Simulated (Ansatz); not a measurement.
C₆H₁₈N₄W (SMILES C[N]=[W](=[N]C)([N](C)C)[N](C)C)

Input file:

```
crystal:
  periodic: [false, false, false]
  atoms:
    - {symbol: C, position_ang: [1.311453, 1.982134, 2.355098]}
    - {symbol: N, position_ang: [0.831850, 1.041133, 1.411444]}
    - {symbol: W, position_ang: [-0.034505, 0.292440, 0.069631]}
    - {symbol: N, position_ang: [-1.113080, 1.349690, -0.841704]}
    - {symbol: C, position_ang: [-1.835724, 2.481994, -1.290813]}
    - {symbol: N, position_ang: [-1.138190, -1.154400, 0.823753]}
    - {symbol: C, position_ang: [-0.810894, -1.871336, 2.033183]}
    - {symbol: C, position_ang: [-2.368924, -1.622547, 0.232257]}
    - {symbol: N, position_ang: [1.318863, -0.385423, -1.190947]}
    - {symbol: C, position_ang: [2.651345, -0.785500, -0.806014]}
    - {symbol: C, position_ang: [1.094537, -0.540446, -2.608512]}
    - {symbol: H, position_ang: [1.071602, 1.665900, 3.377702]}
    - {symbol: H, position_ang: [2.402254, 2.078031, 2.290254]}
    - {symbol: H, position_ang: [0.878827, 2.977690, 2.203008]}
    - {symbol: H, position_ang: [-1.586387, 2.715464, -2.333198]}
    - {symbol: H, position_ang: [-2.916143, 2.297594, -1.246858]}
    - {symbol: H, position_ang: [-1.624040, 3.373209, -0.688862]}
    - {symbol: H, position_ang: [0.092054, -1.467112, 2.490255]}
    - {symbol: H, position_ang: [-0.645010, -2.939460, 1.831906]}
    - {symbol: H, position_ang: [-1.628738, -1.798862, 2.765197]}
    - {symbol: H, position_ang: [-2.291012, -2.676697, -0.070435]}
    - {symbol: H, position_ang: [-2.623326, -1.033611, -0.648683]}
    - {symbol: H, position_ang: [-3.200967, -1.547673, 0.947852]}
    - {symbol: H, position_ang: [2.822437, -1.852453, -1.009146]}
    - {symbol: H, position_ang: [2.815741, -0.611036, 0.257078]}
    - {symbol: H, position_ang: [3.408381, -0.219274, -1.368383]}
    - {symbol: H, position_ang: [1.837263, 0.028192, -3.187285]}
    - {symbol: H, position_ang: [1.178013, -1.593555, -2.913317]}
    - {symbol: H, position_ang: [0.102322, -0.184098, -2.884460]}
basis:
  gaussian: {orbitals: def2-TZVPP}
hamiltonian: {xc: pbe0, dispersion: d4}
output: {orbitals: {seedname: orbitals}}
```

Run with:

```sh
ansatz run in.yaml --threads 11 --pin off --events-out ev --progress --plain --max-ram 174080MiB --backend cuda --devices 0, --max-vram 75GiB
```

Geometry: PBE0-D4/def2-TZVP; core potentials replace the inner electrons of W.

These are results of Ansatz 0.2.0, RKS PBE0-D4/def2-TZVPP, not measurements.

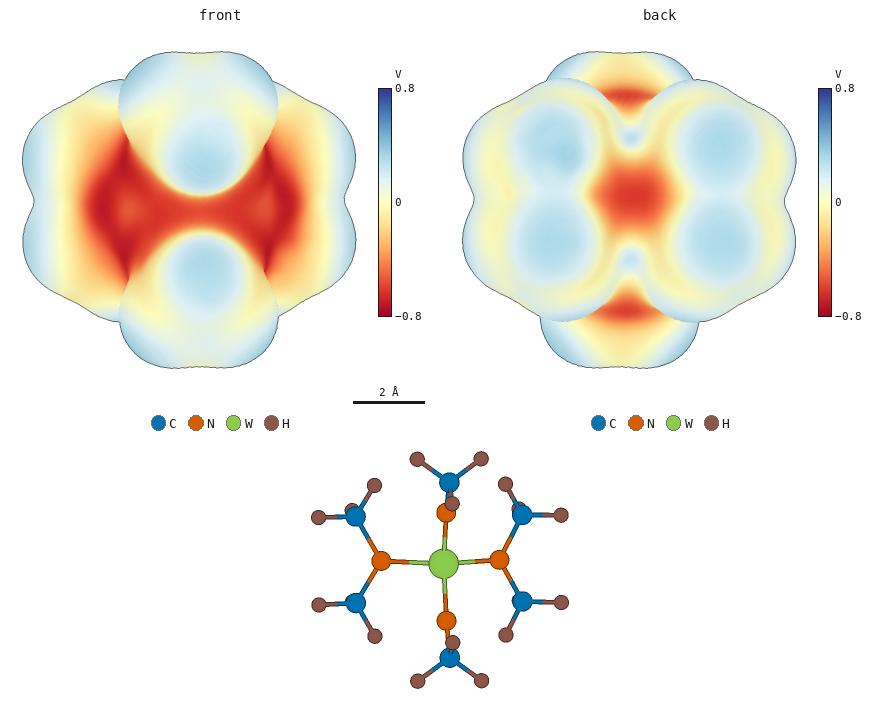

Figure 1. The molecular electrostatic potential painted on the density surface at 0.001 e/bohr³, seen from the front and from behind; red is negative and blue positive. The bare structure is drawn below in the same view.

### Which sites attract a positive test charge, and which a negative one?

A positive charge is drawn to the negative regions and a negative charge to the positive ones. The most negative region (about −0.7 V, or −16 kcal/mol for a unit charge) lies over the C, N and W atoms, the most positive (about +0.3 V, or +7 kcal/mol for a unit charge) over the H atoms.

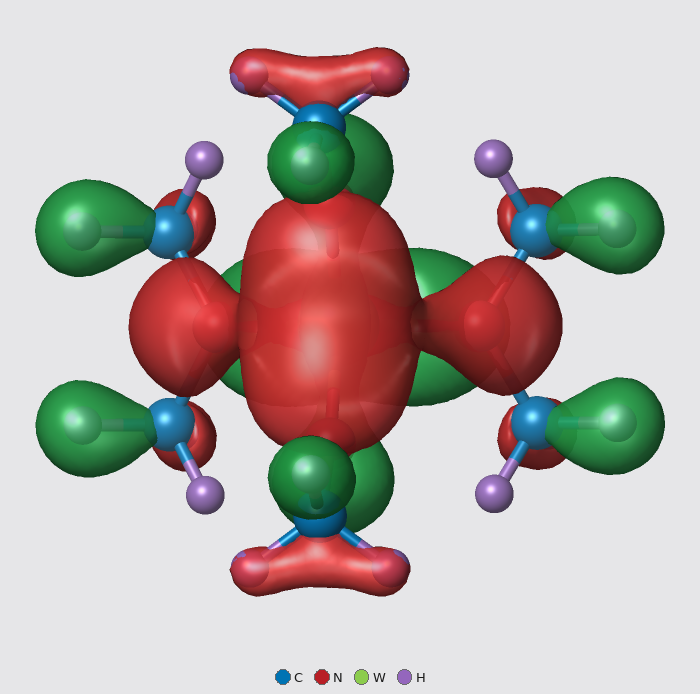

Figure 2. The HOMO−1 at ±0.08 Å⁻³ᐟ² (green and red are the two phases), seen across its widest extent.

### Where does this orbital lie, and at what energy?

By Hirshfeld shares it lies mainly on N6 (about 15 %), N9 (about 15 %), W3 (about 15 %), N4 (about 10 %) and N2 (about 10 %). Its energy is −6.49 eV.

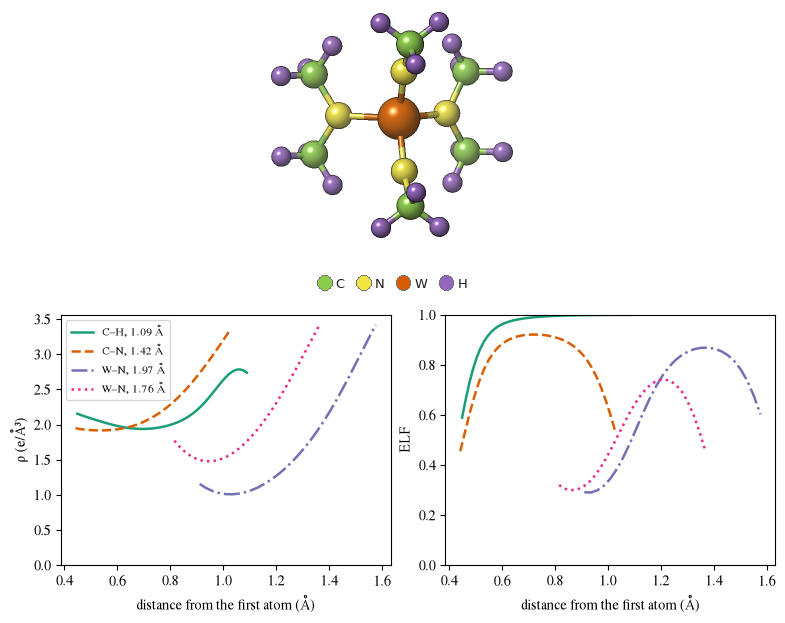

Figure 3. Electron density and electron localisation function along straight lines between neighbouring atoms. The curves leave out the atomic cores. The structure is drawn too.

### Compare the contacts.

C–H (1.09 Å): ρ is about 2 e/Å³ halfway; the ELF climbs to about 1 towards the hydrogen, as it does in any bond to H; an ordinary covalent bond to hydrogen.
C–N (1.42 Å): ρ at the midpoint is about 2.1 e/Å³; the ELF peaks at about 0.90 between the atoms: a covalent bond.
W–N (1.97 Å): ρ is about 1 e/Å³ halfway; the ELF peaks at about 0.85 in the valence shell of N, 0.6 Å from its nucleus, and is about 0.30 at the midpoint.
W–N (1.76 Å): ρ is about 1.5 e/Å³ halfway; the ELF peaks at about 0.75 in the valence shell of N, 0.6 Å from its nucleus, and drops to about 0.30 between the two atoms.
